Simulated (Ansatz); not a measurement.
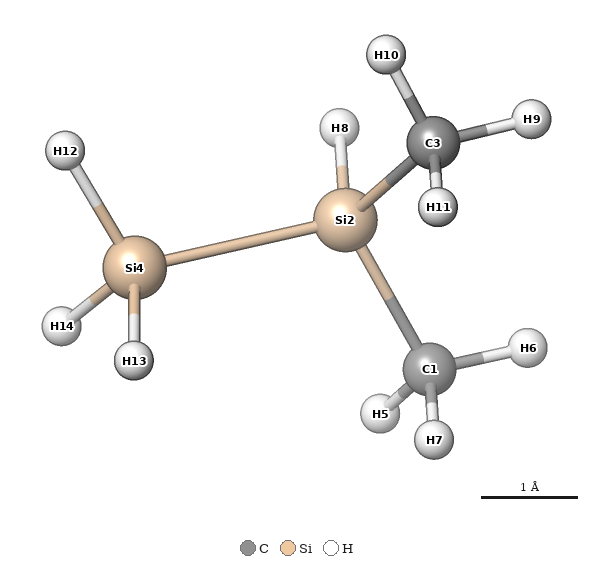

Fig. 1: The structure as given in the input (ball-and-stick view, seen at a tilt; atoms are numbered from 1 in the order of the input). Bond lengths as drawn: C–H 1.09 Å, C–Si 1.88 Å, H–Si 1.49 Å and Si–Si 2.34 Å.

# Run report: C$_{2}$H$_{10}$Si$_{2}$, molecular dynamics

- system: C$_{2}$H$_{10}$Si$_{2}$
- method: RKS revPBE-d4/6-31G* (Ansatz 0.2.0)

The geometry comes from this level: PBE0-D4/def2-TZVP. Figures and captions count atoms from 1; the log counts them from 0 in places.

**What the program printed**
```
Functional definition: revPBE
  name "revPBE"
  cite "Zhang & Yang, Phys. Rev. Lett. 80, 890 (1998) doi:10.1103/PhysRevLett.80.890"
  cite "Perdew, Burke & Ernzerhof, Phys. Rev. Lett. 77, 3865 (1996) doi:10.1103/PhysRevLett.77.3865"
  parameter kappa = 1.245
  parameter beta = 0.06672455060314922
  exchange = pbe_x(kappa = kappa, mu = beta*pi^2/3)
  correlation = pbe_c(beta = beta)
1194 factors; their error is unknown
mean field evaluation 1: about -17977.9168 eV, gradient 6.4e1 eV
mean field evaluation 2: about -17966.0435 eV, gradient 8.7e1 eV
mean field evaluation 4: about -17987.7929 eV, gradient 2.9e0 eV
mean field evaluation 8: about -17987.8199 eV, gradient 2.5e-2 eV
mean field evaluation 16: about -17987.7194 eV, gradient 1.7e-4 eV
mean field -17987.71940742 eV, -661.0364957085 hartree, gradient 3.0e-5 eV, S^2 0.000000; 0 other end points of the search recorded, 0 dependent functions left out
the calculation of the forces begins
reference -17987.71945054 eV, -661.0364972932 hartree; 25, 25 occupied and 63, 63 virtual orbitals, 1194 factors
md step     0: t =     0.00 fs  T =   700.0 K  F+E_penalty+E_count = -17988.55334258 eV  E_kin = 1.085784 eV  conserved = -17987.46755859 eV  (27 SCF iters)
these checks for a lower state are left out or cut short: starts, cluster_reference, orbital_swaps, neighbouring_geometries, increment
1194 factors; their error is unknown
mean field -17987.69261363 eV, -661.0355110549 hartree, gradient 2.1e-5 eV, S^2 0.000000; 0 other end points of the search recorded, 0 dependent functions left out
the calculation of the forces begins
reference -17987.69265674 eV, -661.0355126394 hartree; 25, 25 occupied and 63, 63 virtual orbitals, 1194 factors
md step     1: t =     0.50 fs  T =   682.5 K  F+E_penalty+E_count = -17988.52558885 eV  E_kin = 1.058595 eV  conserved = -17987.46699363 eV  (28 SCF iters, 3 dispersion substeps)
[... from here on the SCF iterations and repeated set-up lines of each step are left out, up to the last step ...]
md step     2: t =     1.00 fs  T =   641.2 K  F+E_penalty+E_count = -17988.46021012 eV  E_kin = 0.994532 eV  conserved = -17987.46568020 eV  (28 SCF iters, 3 dispersion substeps)
md step     3: t =     1.50 fs  T =   589.1 K  F+E_penalty+E_count = -17988.37787442 eV  E_kin = 0.913766 eV  conserved = -17987.46411589 eV  (28 SCF iters, 3 dispersion substeps)
md step     4: t =     2.00 fs  T =   541.4 K  F+E_penalty+E_count = -17988.30273357 eV  E_kin = 0.839736 eV  conserved = -17987.46301704 eV  (28 SCF iters, 3 dispersion substeps)
md step     5: t =     2.50 fs  T =   508.6 K  F+E_penalty+E_count = -17988.25168865 eV  E_kin = 0.788844 eV  conserved = -17987.46288482 eV  (28 SCF iters, 3 dispersion substeps)
md step     6: t =     3.00 fs  T =   492.1 K  F+E_penalty+E_count = -17988.22695854 eV  E_kin = 0.763371 eV  conserved = -17987.46365759 eV  (28 SCF iters, 3 dispersion substeps)
md step     7: t =     3.50 fs  T =   484.9 K  F+E_penalty+E_count = -17988.21689172 eV  E_kin = 0.752214 eV  conserved = -17987.46478722 eV  (28 SCF iters, 3 dispersion substeps)
md step     8: t =     4.00 fs  T =   476.1 K  F+E_penalty+E_count = -17988.20401201 eV  E_kin = 0.738527 eV  conserved = -17987.46564645 eV  (28 SCF iters, 3 dispersion substeps)
md step     9: t =     4.50 fs  T =   457.0 K  F+E_penalty+E_count = -17988.17447122 eV  E_kin = 0.708803 eV  conserved = -17987.46589086 eV  (28 SCF iters, 3 dispersion substeps)
md step    10: t =     5.00 fs  T =   424.4 K  F+E_penalty+E_count = -17988.12356420 eV  E_kin = 0.658325 eV  conserved = -17987.46553111 eV  (28 SCF iters, 3 dispersion substeps)
md step    11: t =     5.50 fs  T =   381.4 K  F+E_penalty+E_count = -17988.05596430 eV  E_kin = 0.591541 eV  conserved = -17987.46479207 eV  (29 SCF iters, 3 dispersion substeps)
md step    12: t =     6.00 fs  T =   334.6 K  F+E_penalty+E_count = -17987.98253945 eV  E_kin = 0.519047 eV  conserved = -17987.46394121 eV  (29 SCF iters, 3 dispersion substeps)
md step    13: t =     6.50 fs  T =   292.4 K  F+E_penalty+E_count = -17987.91626535 eV  E_kin = 0.453605 eV  conserved = -17987.46319166 eV  (29 SCF iters, 3 dispersion substeps)
md step    14: t =     7.00 fs  T =   262.2 K  F+E_penalty+E_count = -17987.86880335 eV  E_kin = 0.406739 eV  conserved = -17987.46268142 eV  (30 SCF iters, 3 dispersion substeps)
md step    15: t =     7.50 fs  T =   249.1 K  F+E_penalty+E_count = -17987.84818734 eV  E_kin = 0.386407 eV  conserved = -17987.46248980 eV  (30 SCF iters, 3 dispersion substeps)
md step    16: t =     8.00 fs  T =   255.0 K  F+E_penalty+E_count = -17987.85744927 eV  E_kin = 0.395601 eV  conserved = -17987.46266000 eV  (30 SCF iters, 3 dispersion substeps)
md step    17: t =     8.50 fs  T =   278.3 K  F+E_penalty+E_count = -17987.89391401 eV  E_kin = 0.431652 eV  conserved = -17987.46319603 eV  (29 SCF iters, 3 dispersion substeps)
md step    18: t =     9.00 fs  T =   313.5 K  F+E_penalty+E_count = -17987.94916660 eV  E_kin = 0.486203 eV  conserved = -17987.46404729 eV  (28 SCF iters, 3 dispersion substeps)
md step    19: t =     9.50 fs  T =   352.1 K  F+E_penalty+E_count = -17988.00996531 eV  E_kin = 0.546155 eV  conserved = -17987.46507697 eV  (29 SCF iters, 3 dispersion substeps)
md step    20: t =    10.00 fs  T =   384.2 K  F+E_penalty+E_count = -17988.06051202 eV  E_kin = 0.595944 eV  conserved = -17987.46605008 eV  (29 SCF iters, 3 dispersion substeps)
md step    21: t =    10.50 fs  T =   400.5 K  F+E_penalty+E_count = -17988.08622975 eV  E_kin = 0.621300 eV  conserved = -17987.46665659 eV  (29 SCF iters, 3 dispersion substeps)
md step    22: t =    11.00 fs  T =   395.8 K  F+E_penalty+E_count = -17988.07859083 eV  E_kin = 0.613982 eV  conserved = -17987.46659687 eV  (29 SCF iters, 3 dispersion substeps)
md step    23: t =    11.50 fs  T =   371.4 K  F+E_penalty+E_count = -17988.03959284 eV  E_kin = 0.576112 eV  conserved = -17987.46573344 eV  (29 SCF iters, 3 dispersion substeps)
md step    24: t =    12.00 fs  T =   336.4 K  F+E_penalty+E_count = -17987.98354103 eV  E_kin = 0.521790 eV  conserved = -17987.46426089 eV  (29 SCF iters, 3 dispersion substeps)
md step    25: t =    12.50 fs  T =   305.4 K  F+E_penalty+E_count = -17987.93372801 eV  E_kin = 0.473735 eV  conserved = -17987.46274892 eV  (29 SCF iters, 3 dispersion substeps)
md step    26: t =    13.00 fs  T =   293.1 K  F+E_penalty+E_count = -17987.91361394 eV  E_kin = 0.454695 eV  conserved = -17987.46191756 eV  (29 SCF iters, 3 dispersion substeps)
md step    27: t =    13.50 fs  T =   307.6 K  F+E_penalty+E_count = -17987.93600315 eV  E_kin = 0.477053 eV  conserved = -17987.46220586 eV  (29 SCF iters, 3 dispersion substeps)
md step    28: t =    14.00 fs  T =   345.9 K  F+E_penalty+E_count = -17987.99652138 eV  E_kin = 0.536608 eV  conserved = -17987.46346422 eV  (29 SCF iters, 3 dispersion substeps)
md step    29: t =    14.50 fs  T =   396.2 K  F+E_penalty+E_count = -17988.07578737 eV  E_kin = 0.614623 eV  conserved = -17987.46506425 eV  (29 SCF iters, 3 dispersion substeps)
these checks for a lower state are left out or cut short: starts, cluster_reference, orbital_swaps, neighbouring_geometries, increment
1194 factors; their error is unknown
mean field -17987.33547103 eV, -661.0223863066 hartree, gradient 7.4e-6 eV, S^2 0.000000; 0 other end points of the search recorded, 0 dependent functions left out
the calculation of the forces begins
reference -17987.33551450 eV, -661.0223879040 hartree; 25, 25 occupied and 63, 63 virtual orbitals, 1194 factors
1194 factors; their error is unknown
mean field evaluation 256: about -17987.4385 eV, gradient 2.4e-1 eV
mean field -17987.33547103 eV, -661.0223863066 hartree, gradient 8.8e-6 eV, S^2 0.000000; 1 other end points of the search recorded, 0 dependent functions left out
the calculation of the forces begins
reference -17987.33551450 eV, -661.0223879040 hartree; 25, 25 occupied and 63, 63 virtual orbitals, 1194 factors
md step    30: t =    15.00 fs  T =   442.7 K  F+E_penalty+E_count = -17988.14872942 eV  E_kin = 0.686717 eV  conserved = -17987.46632096 eV  (27 SCF iters, 3 dispersion substeps)
```

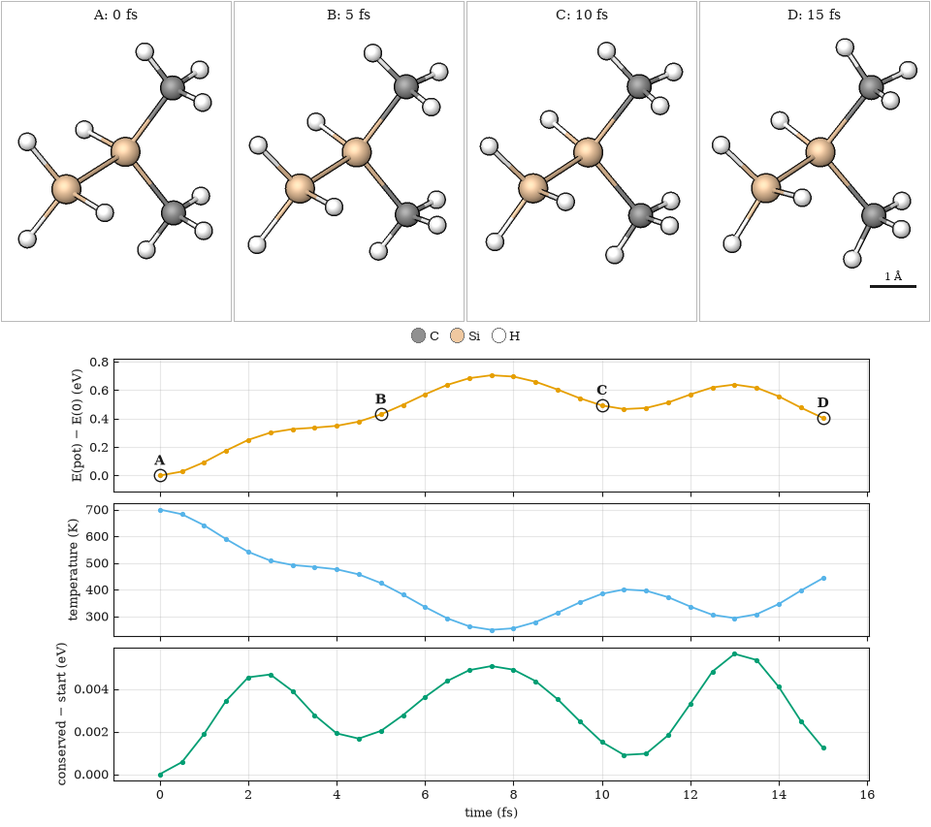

Fig. 2: Frames of the molecular dynamics (ball-and-stick, seen at a tilt) above the curves, on which the letters mark them. The trajectory kept here has 31 frames over 15 fs. The temperature starts at 700 K, ranges from 249 to 700 K and averages 339 K over the second half. The potential energy ends 0.405 eV above its first value. The conserved quantity stays within 0.0056 eV. After an unweighted best fit of the last frame on the first, the root-mean-square displacement is 0.21 Å.

```
Total energy: -17988.14877289 eV, -661.0522745985 hartree
Atom 0 at    -0.766269     1.215692    -1.344247 Å, force    -0.423005    -1.774471     0.588477 eV/Å
Atom 1 at    -0.467974     0.205922     0.351039 Å, force     1.218371     1.515913    -0.604706 eV/Å
Atom 2 at     1.226091     0.841659     1.164635 Å, force    -0.341403     0.357535    -0.250182 eV/Å
Atom 3 at    -0.145114    -2.032408    -0.077547 Å, force     0.554875    -0.712137     0.384471 eV/Å
Atom 4 at    -1.542072     0.808900    -2.027837 Å, force    -0.355207     0.146547     0.619747 eV/Å
Atom 5 at    -0.884087     2.277004    -1.213195 Å, force    -0.144879     0.818537     0.182983 eV/Å
Atom 6 at     0.111431     1.018155    -1.939895 Å, force     1.115986     0.123708    -0.222824 eV/Å
Atom 7 at    -1.453410     0.352241     1.439180 Å, force    -0.634331     0.136451     0.116657 eV/Å
Atom 8 at     1.354192     1.957786     1.258885 Å, force    -0.300469    -0.625369    -0.441958 eV/Å
Atom 9 at     1.333054     0.486343     2.192939 Å, force    -0.254891    -0.348494     0.381032 eV/Å
Atom 10 at     2.098061     0.425539     0.637262 Å, force     0.052716     0.132446    -0.268669 eV/Å
Atom 11 at    -0.024832    -2.886050     1.145451 Å, force    -0.154973     0.125929     0.381284 eV/Å
Atom 12 at     1.165390    -2.334730    -0.703584 Å, force     0.425095     0.254314    -0.335850 eV/Å
Atom 13 at    -1.091703    -2.771050    -0.907738 Å, force    -0.757885    -0.150906    -0.530462 eV/Å
Dipole moment:     0.009760     0.276897    -0.073188 e Å
```

**Trajectory as extended XYZ (Å, eV, eV/Å), 7 of the 31 frames kept, from step=0 to step=30**
```
14
Properties=species:S:1:pos:R:3:forces:R:3 step=0 time_fs=0.0 energy=-17988.55334 temperature=700.0
C    -0.7238    1.1473   -1.2769   -0.0135   0.0195  -0.0410
Si   -0.3963    0.2304    0.3279   -0.1241  -0.3269   0.0605
C     1.1436    0.8925    1.1728    0.0375   0.0125   0.0259
Si   -0.1661   -2.0648   -0.0871   -0.0242   0.2241   0.0419
H    -1.6321    0.7831   -1.7619   -0.3093  -0.1131  -0.1823
H    -0.8455    2.2176   -1.0906   -0.0431   0.3733   0.0478
H     0.1069    1.0181   -1.9752    0.2759  -0.0373  -0.2448
H    -1.5661    0.4128    1.2389   -0.2002   0.0332   0.1563
H     1.0388    1.9605    1.3815   -0.0202   0.3701   0.0774
H     1.3265    0.3794    2.1195    0.0798  -0.1663   0.3279
H     2.0239    0.7567    0.5396    0.3054  -0.0413  -0.2064
H     0.0841   -2.8208    1.1722    0.0460  -0.1572   0.2086
H     0.9827   -2.3169   -1.0042    0.1941  -0.0667  -0.1569
H    -1.3893   -2.6249   -0.7274   -0.2043  -0.1238  -0.1151
14
Properties=species:S:1:pos:R:3:forces:R:3 step=5 time_fs=2.5 energy=-17988.25169 temperature=508.6
C    -0.7302    1.1664   -1.2990   -1.6066  -1.6716   1.3016
Si   -0.4081    0.2176    0.3290   -0.3732   0.8956   0.5298
C     1.1667    0.8901    1.1852   -1.0909   1.3825  -1.7739
Si   -0.1629   -2.0498   -0.0830   -0.5365  -1.1168  -0.7313
H    -1.6614    0.7886   -1.7647    0.3535  -0.0265  -0.2533
H    -0.8464    2.2001   -1.1516   -0.2475   1.9292   0.4948
H     0.1266    1.0285   -1.8817    1.5170  -0.4396  -1.6182
H    -1.5478    0.4285    1.3328    0.1624  -0.1509  -0.3572
H     1.0968    2.0065    1.3287    0.0282  -0.8092   0.1199
H     1.2688    0.3605    2.0854    0.5038  -0.6908   1.8007
H     1.9913    0.6878    0.5122    0.7360  -0.1022  -0.1870
H     0.0989   -2.8795    1.1286   -0.0852   0.0229   0.3580
H     1.0395   -2.3879   -0.9347   -0.0787   0.2334  -0.1063
H    -1.3945   -2.7279   -0.7926    0.7176   0.5440   0.4225
14
Properties=species:S:1:pos:R:3:forces:R:3 step=10 time_fs=5.0 energy=-17988.12356 temperature=424.4
C    -0.7429    1.1788   -1.3155    0.2610  -0.2225   0.6962
Si   -0.4207    0.2066    0.3312   -0.3360   1.7925   0.8319
C     1.1851    0.8930    1.1900   -0.5669  -0.5045  -0.9929
Si   -0.1607   -2.0372   -0.0804   -0.2781  -2.2384  -0.8908
H    -1.6722    0.7921   -1.7830    0.5473   0.0021  -0.3846
H    -0.8591    2.2756   -1.1871    0.0273  -0.2640   0.2424
H     0.2154    1.0172   -1.8694   -0.7607  -0.0553  -0.3661
H    -1.5211    0.4356    1.4066    0.2636  -0.2609  -0.6574
H     1.1560    2.0107    1.2838   -0.0133  -0.7448   0.2977
H     1.2387    0.3116    2.1385    0.4516   0.6257  -0.1693
H     1.9971    0.6144    0.4780    0.1050   0.1343   0.6024
H     0.1085   -2.9362    1.1052   -0.2444   0.3445   0.2542
H     1.0915   -2.4449   -0.8715   -0.3522   0.5203  -0.0510
H    -1.3604   -2.8000   -0.8345    0.8958   0.8707   0.5872
14
Properties=species:S:1:pos:R:3:forces:R:3 step=15 time_fs=7.5 energy=-17987.84819 temperature=249.1
C    -0.7547    1.1896   -1.3282    1.6058   0.7101   0.5260
Si   -0.4340    0.1995    0.3351    0.0637   2.2410   0.7207
C     1.2005    0.8934    1.1896   -0.3558  -2.6561  -0.4658
Si   -0.1591   -2.0293   -0.0795    0.2893  -2.6444  -0.5448
H    -1.6528    0.7954   -1.8242    0.2488  -0.0475  -0.4719
H    -0.8710    2.3412   -1.2074    0.1903  -1.6849   0.0637
H     0.2664    1.0021   -1.8832   -1.9356   0.2835   0.3358
H    -1.4803    0.4278    1.4427    0.0313  -0.2418  -0.5959
H     1.2144    1.9763    1.2564   -0.0564   0.4121   0.4003
H     1.2358    0.2957    2.1876    0.3924   1.2685  -1.2874
H     2.0110    0.5488    0.4772   -0.2125   0.3362   0.9096
H     0.1038   -2.9726    1.0970   -0.3408   0.5901   0.1524
H     1.1238   -2.4716   -0.8118   -0.3762   0.6668  -0.1015
H    -1.2756   -2.8220   -0.8430    0.4557   0.7663   0.3586
14
Properties=species:S:1:pos:R:3:forces:R:3 step=20 time_fs=10.0 energy=-17988.06051 temperature=384.2
C    -0.7593    1.2033   -1.3382    0.8639  -0.2794   0.7527
Si   -0.4471    0.1971    0.3405    0.6654   2.2501   0.1615
C     1.2138    0.8816    1.1866   -0.8408  -1.9648  -0.7562
Si   -0.1568   -2.0268   -0.0798    1.0410  -1.9900   0.2474
H    -1.6176    0.7963   -1.8918    0.0652   0.0086  -0.1927
H    -0.8730    2.3172   -1.2226    0.0644  -0.7728   0.1460
H     0.2122    1.0020   -1.8816   -0.8332   0.2286   0.0111
H    -1.4388    0.4060    1.4450   -0.4399  -0.1091  -0.1826
H     1.2696    1.9609    1.2515   -0.0982   0.5366   0.2315
H     1.2560    0.3491    2.1695    0.2656   0.5593  -0.3266
H     2.0162    0.5016    0.5261    0.2506   0.1857   0.3053
H     0.0791   -2.9749    1.0987   -0.3348   0.6032   0.1927
H     1.1350   -2.4592   -0.7587   -0.0932   0.6231  -0.2452
H    -1.1665   -2.8010   -0.8325   -0.5760   0.1209  -0.3449
14
Properties=species:S:1:pos:R:3:forces:R:3 step=25 time_fs=12.5 energy=-17987.93373 temperature=305.4
C    -0.7602    1.2150   -1.3442   -1.3181  -2.4495   1.3142
Si   -0.4588    0.1994    0.3462    1.2007   1.9486  -0.4759
C     1.2229    0.8608    1.1794   -1.2986   0.5966  -1.7391
Si   -0.1523   -2.0286   -0.0796    1.3918  -0.8951   0.9292
H    -1.5781    0.7983   -1.9695   -0.0382   0.1578   0.3512
H    -0.8722    2.2562   -1.2282   -0.2521   1.6870   0.3837
H     0.1176    1.0134   -1.8842    1.8062  -0.1844  -1.0761
H    -1.4231    0.3778    1.4365   -0.8149   0.0512   0.2338
H     1.3184    1.9713    1.2594   -0.2236  -0.4842  -0.1488
H     1.2919    0.4327    2.1392    0.1033  -0.6577   1.7447
H     2.0372    0.4646    0.5924    0.7853  -0.0795  -0.4489
H     0.0348   -2.9422    1.1124   -0.2562   0.3957   0.3300
H     1.1414   -2.4103   -0.7202    0.3183   0.4438  -0.3821
H    -1.0911   -2.7730   -0.8429   -1.4039  -0.5304  -1.0160
14
Properties=species:S:1:pos:R:3:forces:R:3 step=30 time_fs=15.0 energy=-17988.14873 temperature=442.7
C    -0.7663    1.2157   -1.3442   -0.4230  -1.7745   0.5885
Si   -0.4680    0.2059    0.3510    1.2184   1.5159  -0.6047
C     1.2261    0.8417    1.1646   -0.3414   0.3575  -0.2502
Si   -0.1451   -2.0324   -0.0775    0.5549  -0.7121   0.3845
H    -1.5421    0.8089   -2.0278   -0.3552   0.1465   0.6197
H    -0.8841    2.2770   -1.2132   -0.1449   0.8185   0.1830
H     0.1114    1.0182   -1.9399    1.1160   0.1237  -0.2228
H    -1.4534    0.3522    1.4392   -0.6343   0.1365   0.1167
H     1.3542    1.9578    1.2589   -0.3005  -0.6254  -0.4420
H     1.3331    0.4863    2.1929   -0.2549  -0.3485   0.3810
H     2.0981    0.4255    0.6373    0.0527   0.1324  -0.2687
H    -0.0248   -2.8861    1.1455   -0.1550   0.1259   0.3813
H     1.1654   -2.3347   -0.7036    0.4251   0.2543  -0.3358
H    -1.0917   -2.7710   -0.9077   -0.7579  -0.1509  -0.5305
```

The run was set up as follows.

**The input**
```yaml
crystal:
  periodic: [false, false, false]
  atoms:
    - {symbol: C, position_ang: [-0.723809, 1.147271, -1.276891]}
    - {symbol: Si, position_ang: [-0.396293, 0.230354, 0.327933]}
    - {symbol: C, position_ang: [1.143608, 0.892479, 1.172775]}
    - {symbol: Si, position_ang: [-0.166079, -2.064795, -0.087114]}
    - {symbol: H, position_ang: [-1.632128, 0.783076, -1.761936]}
    - {symbol: H, position_ang: [-0.845546, 2.217579, -1.090609]}
    - {symbol: H, position_ang: [0.106865, 1.018131, -1.975211]}
    - {symbol: H, position_ang: [-1.566097, 0.412761, 1.238859]}
    - {symbol: H, position_ang: [1.038825, 1.960453, 1.381456]}
    - {symbol: H, position_ang: [1.326498, 0.379410, 2.119484]}
    - {symbol: H, position_ang: [2.023906, 0.756687, 0.539554]}
    - {symbol: H, position_ang: [0.084116, -2.820758, 1.172210]}
    - {symbol: H, position_ang: [0.982723, -2.316900, -1.004222]}
    - {symbol: H, position_ang: [-1.389290, -2.624948, -0.727386]}
basis:
  gaussian: {orbitals: "6-31G*"}
hamiltonian: {xc: {name: revPBE}, dispersion: d4}
md: {timestep: 0.5 fs, n_steps: 30, ensemble: nvt_nose_hoover, temperature: 700, initial_velocities: maxwell_boltzmann, seed: 898}
```

Launch command:
```bash
ansatz run in.yaml --threads 4 --pin off --events-out ev --progress --plain --max-ram 10444MiB
```

**Results in brief**

- outcome: finished
- mean temperature over the second half: 339 K
- trajectory: 30 steps, 15 fs
- ensemble: nvt_nose_hoover
- temperature in the input: 700 K
- time step: 0.5 fs
- potential energy (last step): −17988.1488 eV
- mean-field energy (last step): −17987.3355 eV
- dispersion energy (last step): −0.8133 eV
- SCF solution under orbital rotations (last step): stable
- largest force (length of the vector) (last step): 2.037 eV/Å
- dipole moment (last step): 1.38 D
- hardware: 4 threads of INTEL XEON PLATINUM @ 2.30GHz, 23 GiB of memory available, shared host
- wall time: 18 s (CPU time 63 s)
- peak memory: 0.6 GiB

So short a trajectory is not equilibrated. The temperature stays far from the 700 K of the thermostat over the second half: the run isn't equilibrated.
